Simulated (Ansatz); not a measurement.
```cif
data_structure
_symmetry_space_group_name_H-M 'P 1'
_symmetry_Int_Tables_number 1
_cell_length_a 5.6842
_cell_length_b 5.6842
_cell_length_c 5.6842
_cell_angle_alpha 90.000
_cell_angle_beta 90.000
_cell_angle_gamma 90.000
_cell_volume 183.66
loop_
_atom_site_label
_atom_site_type_symbol
_atom_site_fract_x
_atom_site_fract_y
_atom_site_fract_z
_atom_site_occupancy
B1 B 0.62277 0.62277 0.37723 1
B2 B 0.12277 0.62277 0.87723 1
B3 B 0.12277 0.12277 0.37723 1
B4 B 0.62277 0.12277 0.87723 1
B5 B 0.62277 0.87723 0.12277 1
B6 B 0.12277 0.87723 0.62277 1
B7 B 0.12277 0.37723 0.12277 1
B8 B 0.62277 0.37723 0.62277 1
B9 B 0.87723 0.62277 0.12277 1
B10 B 0.37723 0.62277 0.62277 1
B11 B 0.37723 0.12277 0.12277 1
B12 B 0.87723 0.12277 0.62277 1
B13 B 0.87723 0.87723 0.37723 1
B14 B 0.37723 0.87723 0.87723 1
B15 B 0.37723 0.37723 0.37723 1
B16 B 0.87723 0.37723 0.87723 1
W1 W 0.50000 0.50000 0.00000 1
W2 W 0.00000 0.50000 0.50000 1
W3 W 0.00000 0.00000 0.00000 1
W4 W 0.50000 0.00000 0.50000 1
C1 C 0.25000 0.75000 0.25000 1
C2 C 0.75000 0.75000 0.75000 1
C3 C 0.75000 0.25000 0.25000 1
C4 C 0.25000 0.25000 0.75000 1
```

Space group F-43m; started from the MgInCu4_216 prototype, which need not be the ambient phase.

All numbers below come from DFT PBE, scalar-relativistic, plane waves, PAW (Ansatz 0.2.0).

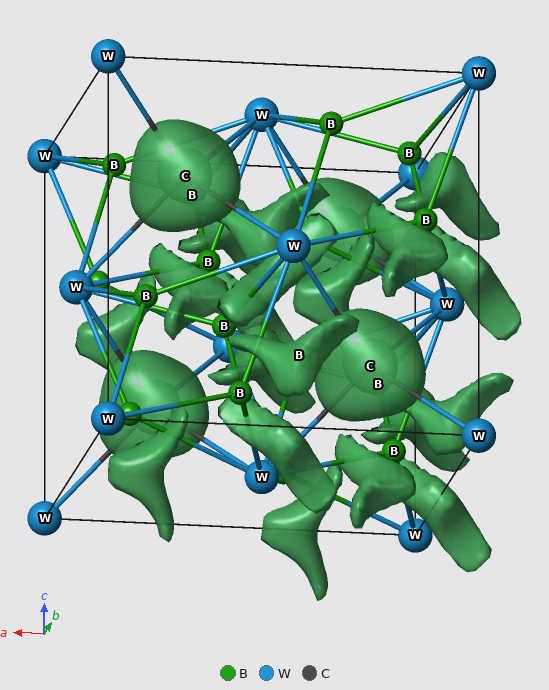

B4WC. Isosurface of the electron localisation function at 0.65 (green), seen at an oblique angle. Only the valence region is drawn (cores and ρ < 0.01 e/Å³ removed). Sticks mark near contacts.

What do the ELF domains correspond to?

The ELF exceeds this value in four regions wrapped around C (the valence shell of each) and 24 pockets between the atoms, centred on no nucleus (multi-centre or interstitial), counted in one cell of 24 atoms. Regions shared between cells count once. Profiles from the grid: B–W (2.36 Å): the ELF peaks at about 0.70 in the valence shell of B, 0.8 Å from its nucleus, and is about 0.30 at the midpoint. W–C (2.46 Å): the ELF peaks at about 0.85 in the valence shell of C, 0.7 Å from its nucleus, and is about 0.25 at the midpoint.
